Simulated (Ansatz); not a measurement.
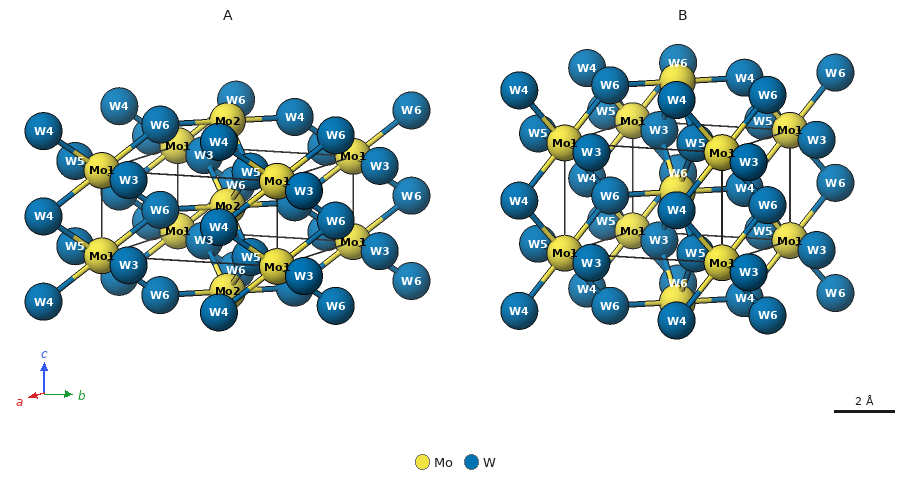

Two geometries of a crystal of MoW2 (built on the rutile_136 type), drawn at one scale. One is the start of a relaxation, the other its converged end. Style: ball-and-stick. Shown: the cell of the calculation, slightly off an axis.

Method: DFT PBE, scalar-relativistic, plane waves, PAW in Ansatz. Set-up: plane-wave cutoff 420 eV; k-point mesh 6 × 6 × 10; occupations gaussian; smearing width 0.1 eV; no spin polarisation; cell and atoms relaxed; force threshold 0.01 eV/Å; at most 80 steps.

Which one is relaxed?

Structure A is the relaxed one. Case: rutile type (P4_2/mnm, No. 136). The energy falls by 401 meV per atom in 12 accepted moves (14 points after the start). The largest force component goes from 0.11 to 0.00011 eV/Å. The pressure goes from 0.21 to 0.01 GPa. At 2 points the geometry stayed and the basis and grid were re-selected for the new cell (energy shift of 1.1 meV per atom at most each time). The largest moves relative to the cell, 0.28 Å, are those of W3, W4, W5 and W6. W5 goes along [1 1 0]. Mo stays in place. The volume changes by −3.8 %, with a = b 5.780 → 6.445 Å (+11.5 %), c 3.757 → 2.907 Å (−22.6 %). Near-neighbour distances that change, for instance: W3–W3 3.757 → 2.907 Å, Mo1–Mo1 3.757 → 2.907 Å, Mo1–W4 2.500 → 2.570 Å. Among the angles between lasting bonds that change: Mo2–W3–Mo2 97.4° → 68.9°, W4–Mo1–W4 97.4° → 68.9°, W4–Mo1–W6 82.6° → 111.1°. The space group stays P4_2/mnm (No. 136). The run took roughly 2.9 core-minutes on a shared host.
